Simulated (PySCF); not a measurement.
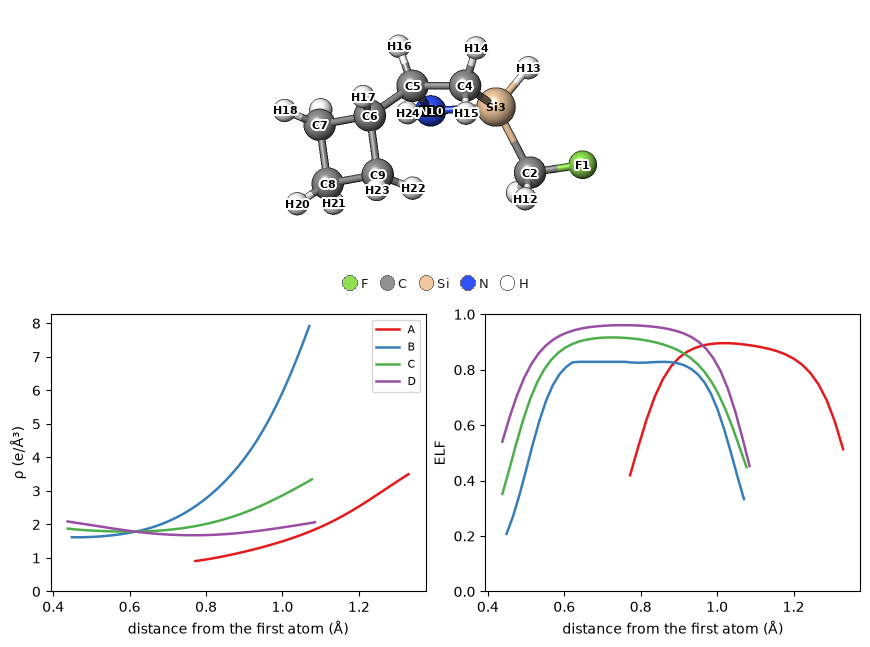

Figure. C$_{7}$H$_{14}$FNSi. Electron density and ELF along straight lines between neighbouring atoms. The curves leave out the atomic cores. The structure is drawn too.

Geometry: GFN2-xTB.

Computed with PBE0/pcSseg-1, SCF density, gas phase, non-relativistic in PySCF 2.14.0.

```csv
atom,x (Å),y (Å),z (Å)
F,-4.3482,0.9749,-0.5973
C,-2.9777,1.0837,-0.7269
Si,-2.1706,-0.6238,-0.4133
C,-1.1163,-0.9968,1.1321
C,0.0824,-1.2057,0.1911
C,1.3364,-0.4360,0.5829
C,2.4722,-0.4217,-0.4594
C,2.3710,1.1083,-0.5496
C,1.2398,1.0975,0.4896
N,-0.5669,-0.7065,-1.0177
H,-2.7961,1.4384,-1.7435
H,-2.6652,1.8612,-0.0273
H,-3.1654,-1.6502,-0.7485
H,-1.3800,-1.8805,1.7016
H,-0.9511,-0.1772,1.8243
H,0.3373,-2.2697,0.0955
H,1.6553,-0.7963,1.5636
H,3.4263,-0.7893,-0.0874
H,2.2362,-0.9480,-1.3821
H,3.2692,1.6342,-0.2321
H,2.0766,1.4820,-1.5278
H,0.2822,1.4446,0.1081
H,1.4706,1.6219,1.4144
H,-0.1294,-0.8253,-1.9160
```

Q: Which curve belongs to which contact (C–C, C–F, C–N and Si–N)? The first atom named is at distance zero.

A: Curve A: Si–N (1.72 Å): the density is about 1.1 e/Å³ at the midpoint; the ELF peaks at about 0.90 between the atoms; a polar covalent bond. Curve B: C–F (1.38 Å): ρ at the midpoint is about 2 e/Å³, with its minimum of 1.6 e/Å³ about 0.5 Å from C; the ELF peaks at about 0.85 between the atoms (a polar covalent bond). Curve C: C–N (1.46 Å): ρ at the midpoint is about 1.9 e/Å³; the ELF peaks at about 0.90 between the atoms: a covalent bond. Curve D: C–C (1.52 Å): ρ is about 1.7 e/Å³ halfway; the ELF peaks at about 0.95 between the atoms: localised, covalent bonding.
